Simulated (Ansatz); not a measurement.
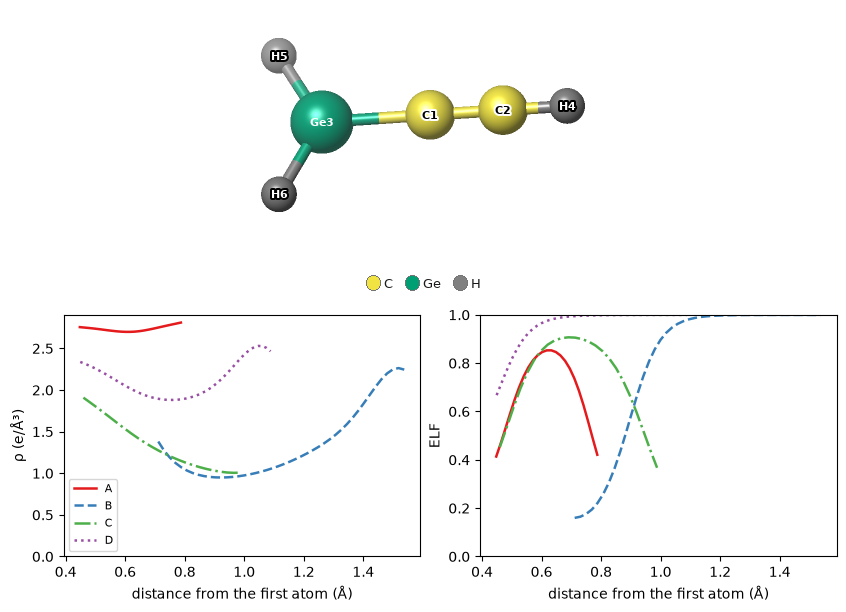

The picture shows: C2H3Ge (SMILES C#[C][GeH2+]) (charge +1). Total electron density and ELF along straight lines between neighbouring atoms. The curves leave out the atomic cores. The structure is drawn too.

Geometry: BLYP-D3(BJ)/def2-SVP.

Theory: Ansatz, isolated molecule in a Gaussian basis; Kohn-Sham density functional theory, functional PBE0.

```
atom    x (Å)    y (Å)    z (Å)
   C   0.6996  -1.0058   1.0225
   C   0.5909  -1.2489   2.2281
  Ge   0.8583  -0.6461  -0.7731
   H   0.4949  -1.4641   3.2907
   H   2.2123  -0.9065  -1.4535
   H  -0.3703  -0.1010  -1.5200
```

Q: Which curve belongs to which contact (C–C, C–Ge, C–H and Ge–H)? The first atom named is at distance zero.

A: Curve A: C–C (1.23 Å): the density is about 2.7 e/Å³ at the midpoint; the ELF peaks at about 0.85 between the atoms (a multiple bond). Curve B: Ge–H (1.54 Å): the density is about 1.1 e/Å³ at the midpoint; the ELF climbs to about 1 towards the hydrogen. Curve C: C–Ge (1.84 Å): the density is about 1 e/Å³ at the midpoint; the ELF peaks at about 0.90 in the valence shell of C, 0.7 Å from its nucleus, and is about 0.60 at the midpoint. Curve D: C–H (1.09 Å): the density is about 2.2 e/Å³ at the midpoint; the ELF climbs to about 1 towards the hydrogen; an ordinary covalent bond to hydrogen.
